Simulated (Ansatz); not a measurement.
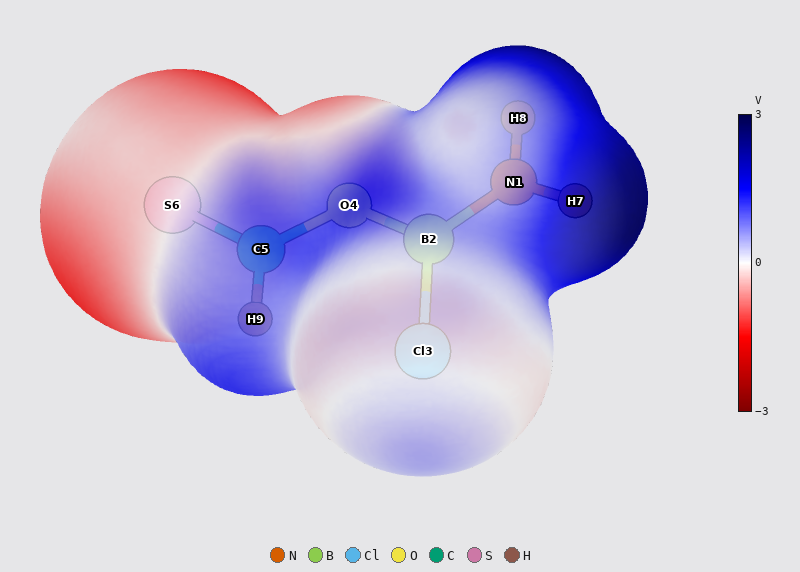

Figure. CH3BClNOS (SMILES NB(Cl)OC=S). The molecular electrostatic potential painted on the density surface at 0.004 e/bohr³, seen at a tilt; red is negative and blue positive.

These are results of RKS PBE/def2-SVP (Ansatz 0.2.0), not measurements.

```
atom    x (Å)    y (Å)    z (Å)
   N   0.2745  -1.7568  -0.5562
   B   0.1022  -0.6039   0.2153
  Cl   0.1318  -0.6849   1.9974
   O  -0.0928   0.6033  -0.4653
   C  -0.2694   1.8204   0.0914
   S  -0.4944   3.1782  -0.7750
   H   0.4220  -2.6791  -0.1509
   H   0.2601  -1.7243  -1.5762
   H  -0.2453   1.8007   1.2025
```

**Describe the electrostatic potential map.**

The most negative region (about −1.3 V) lies over S6, the most positive (about +2.8 V) over H7 and H8. Cl3 shows a σ-hole: about +0.5 V at the tip opposite its bond, against about +0.1 V on its flanks.
